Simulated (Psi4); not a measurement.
**GaH2O2 (SMILES [OH][Ga][OH]): UTPSS/def2-SVPD**

Aim: the vertical ionisation energy of GaH2O2 at UTPSS/def2-SVPD, from 2 runs. 

Program for the calculation: Psi4 1.11.

2 further runs of the same task are left out: 2 set aside as unsound or not needed.

### Step 1. The structure to begin with

The species is GaH2O2 (5 atoms), meant as a doublet with charge 0. As SMILES, `[OH][Ga][OH]`. The coordinates come from a PBE0-D4/def2-TZVP relaxation. This is one conformer, not always the lowest.

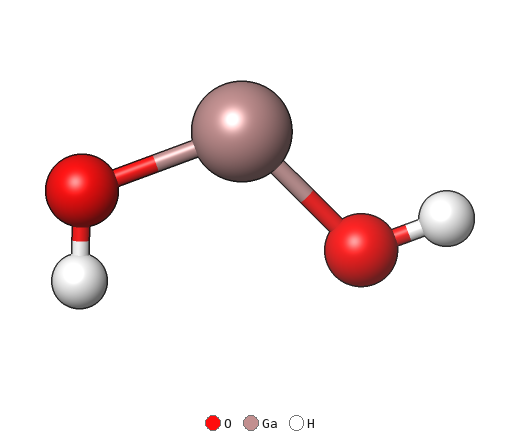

Viewed from a chosen angle; oxygen red, gallium pink, hydrogen white.

### Step 2. Energy and forces at UTPSS/def2-SVPD

job.in

```
memory 2200 mb

molecule {
  0 2
  O
  Ga 1 r2
  O 2 r3 1 a3
  H 1 r4 2 a4 3 d4
  H 3 r5 2 a5 1 d5

  r2 = 1.804189
  r3 = 1.794953
  a3 = 114.92572
  r4 = 0.959988
  a4 = 114.93381
  d4 = 179.95981
  r5 = 0.963168
  a5 = 111.13841
  d5 = 0.04549
  units angstrom
  symmetry c1
  no_reorient
  no_com
}

set globals {
  reference            uks
  puream               true
  e_convergence        1e-09
  d_convergence        1e-08
  scf_type             pk
  dft_radial_points    99
  dft_spherical_points 590
  maxiter              100
}

e_tot, wfn = gradient('tpss/def2-SVPD', return_wfn=True)
oeprop(wfn, 'WIBERG_LOWDIN_INDICES', 'DIPOLE', 'MAYER_INDICES', title='TPSS')
```

Run with:

```console
$ psi4 -n 1 job.in job.out
```

job.out:

```text
[...]
  Running in c1 symmetry.
[...]
  Nuclear repulsion =  182.431293600732971
[...]
  Multiplicity = 2
[...]
  Nalpha       = 25
  Nbeta        = 24
[...]
    Number of basis functions: 100
[...]
   @UKS iter   1: -2074.35300855149853   -1.60244e+00   2.64128e-02 DIIS/ADIIS
[...]
   @UKS iter  15: -2076.18989403623800   -2.27374e-12   2.98568e-09 DIIS
[...]
   @S^2 Observed:                7.526266224E-01
[...]
    Orbital Energies [Eh]
    ---------------------
    Alpha Occupied:
       1A   -371.549264     2A    -45.454748     3A    -40.236838
       4A    -40.234778     5A    -40.233392     6A    -18.910522
       7A    -18.899751     8A     -5.338445     9A     -3.644512
      10A     -3.639294    11A     -3.635711    12A     -0.917459
      13A     -0.907234    14A     -0.748106    15A     -0.748001
      16A     -0.745788    17A     -0.741692    18A     -0.737941
      19A     -0.467140    20A     -0.433337    21A     -0.343805
      22A     -0.303411    23A     -0.293076    24A     -0.269140
      25A     -0.208201
    Alpha Virtual:
[...]
  @UKS Final Energy: -2076.18989403623800
   => Energetics <=
    Nuclear Repulsion Energy =            182.4312936007329711
    One-Electron Energy =               -3255.1623757467659743
    Two-Electron Energy =                1089.5064292512945485
    DFT Exchange-Correlation Energy =     -92.9652411414998454
    Empirical Dispersion Energy =           0.0000000000000000
    VV10 Nonlocal Energy =                  0.0000000000000000
    Total Energy =                      -2076.1898940362380017
[...]
  -Total Gradient:
     Atom            X                  Y                   Z
    ------   -----------------  -----------------  -----------------
       1       -0.000004814060     0.010387108217     0.006249184054
       2        0.000006361516    -0.011577221194    -0.008089514267
       3        0.000000386394     0.002196980165    -0.012681567710
       4        0.000003081645    -0.010877797744     0.006537844741
       5       -0.000004990451     0.009898252740     0.007965215506
[...]
 Multipole Moments:
 ------------------------------------------------------------------------------------
     Multipole            Electronic (a.u.)      Nuclear  (a.u.)        Total (a.u.)
 ------------------------------------------------------------------------------------
 L = 1.  Multiply by 2.5417464519 to convert [e a0] to [Debye]
 Dipole X            :         -0.0000212            0.0001009            0.0000797
 Dipole Y            :          3.2453405           -2.6126430            0.6326974
 Dipole Z            :          2.5553456           -2.8484463           -0.2931007
 Magnitude           :                                                    0.6972905
[...]
```

Wall time 44 s (1 thread of Intel Xeon 6975P-C (Granite Rapids), shared host); peak memory 1 GiB.

### Step 3. The singlet cation at the same level

calc.in

```
memory 2200 MB

molecule molecule1 {
  1 1
  O     -0.370600     0.021600    -1.274400
  Ga    -0.311700    -0.753800     0.353600
  O      0.618200     0.154900     1.591100
  H     -0.867400    -0.464600    -1.936500
  H      0.981500     0.968200     1.224700
  units angstrom
  symmetry c1
  no_reorient
  no_com
}

set {
  basis def2-SVPD
  puream true
  e_convergence 1e-09
  d_convergence 1e-08
  scf_type pk
  dft_radial_points 99
  dft_spherical_points 590
}

e, wfn = gradient('tpss', return_wfn=True)
print_variables()
```

Run with:

```console
$ psi4 calc.in calc.out -n 1
```

calc.out:

```text
[...]
  Running in c1 symmetry.
[...]
  Nuclear repulsion =  182.431292115847441
[...]
  Multiplicity = 1
[...]
  Nalpha       = 24
  Nbeta        = 24
[...]
    Number of basis functions: 100
[...]
   @RKS iter   1: -2074.24708846554768   -1.49652e+00   2.56257e-02 ADIIS/DIIS
[...]
   @RKS iter  13: -2075.86116189712220   -2.00089e-11   7.64553e-09 DIIS
[...]
    Orbital Energies [Eh]
    ---------------------
    Doubly Occupied:
       1A   -371.863966     2A    -45.766844     3A    -40.548861
       4A    -40.548127     5A    -40.544606     6A    -19.177582
       7A    -19.148407     8A     -5.650766     9A     -3.954643
      10A     -3.954384    11A     -3.945500    12A     -1.172000
      13A     -1.153053    14A     -1.058141    15A     -1.058057
      16A     -1.051988    17A     -1.044709    18A     -1.040034
      19A     -0.715120    20A     -0.675427    21A     -0.589817
      22A     -0.538722    23A     -0.536463    24A     -0.506242
[...]
  @RKS Final Energy: -2075.86116189712220
   => Energetics <=
    Nuclear Repulsion Energy =            182.4312921158474410
    One-Electron Energy =               -3241.1991346439058361
    Two-Electron Energy =                1075.5664006464990052
    DFT Exchange-Correlation Energy =     -92.6597200155631242
    Empirical Dispersion Energy =           0.0000000000000000
    VV10 Nonlocal Energy =                  0.0000000000000000
    Total Energy =                      -2075.8611618971222015
[...]
 Multipole Moments:
 ------------------------------------------------------------------------------------
     Multipole            Electronic (a.u.)      Nuclear  (a.u.)        Total (a.u.)
 ------------------------------------------------------------------------------------
 L = 1.  Multiply by 2.5417464519 to convert [e a0] to [Debye]
 Dipole X            :         13.2955886          -14.3010694           -1.0054808
 Dipole Y            :         38.7599416          -40.5387828           -1.7788412
 Dipole Z            :        -24.1413372           24.1571250            0.0157878
 Magnitude           :                                                    2.0434081
[...]
  -Total Gradient:
     Atom            X                  Y                   Z
    ------   -----------------  -----------------  -----------------
       1        0.002542077943     0.018734343857    -0.026858902814
       2       -0.023984375414    -0.045249808600     0.008627288484
       3        0.016761310116     0.038089195999    -0.017992319903
       4        0.009999696313     0.004552659145     0.023050422789
       5       -0.005335132630    -0.016142481951     0.013151807791
[...]
```

Wall time 28 s (1 thread of Intel Xeon 6975P-C (Granite Rapids), shared host); peak memory 1 GiB.

### Step 4. Results

At UTPSS/def2-SVPD:

| quantity | value |
| --- | --- |
| doublet GaH2O2: total energy | -2076.18989 Eh |
| doublet GaH2O2: dipole moment | 1.77 D |
| doublet GaH2O2: HOMO energy (highest over α and β) | -5.67 eV |
| doublet GaH2O2: LUMO energy (lowest over α and β) | -4.23 eV |
| doublet GaH2O2: ⟨S²⟩ | 0.753 |
| doublet GaH2O2: largest force on an atom | 0.726 eV/Å |
| singlet cation: total energy | -2075.86116 Eh |
| singlet cation: HOMO energy | -13.78 eV |
| singlet cation: LUMO energy | -12.11 eV |
| singlet cation: HOMO–LUMO gap | 1.67 eV |
| singlet cation: largest force on an atom | 2.671 eV/Å |
| vertical ionisation energy (to the singlet cation) | 8.945 eV |

The vertical ionisation energy comes to 8.95 eV (863 kJ/mol). The largest force (doublet GaH2O2) is 0.73 eV/Å: the shape isn't a stationary point for this species at this level. Only the singlet of the ionised species was computed; a triplet could lie lower.
